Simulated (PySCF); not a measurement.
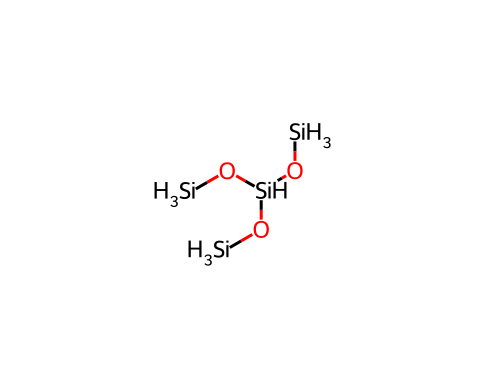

Source: calculation with PySCF.

Skeletal drawing of a molecule.

Transcribe the drawing into SMILES.

Answer. [SiH3]O[SiH](O[SiH3])O[SiH3]

What is the molecular formula?

Answer. H10O3Si4.
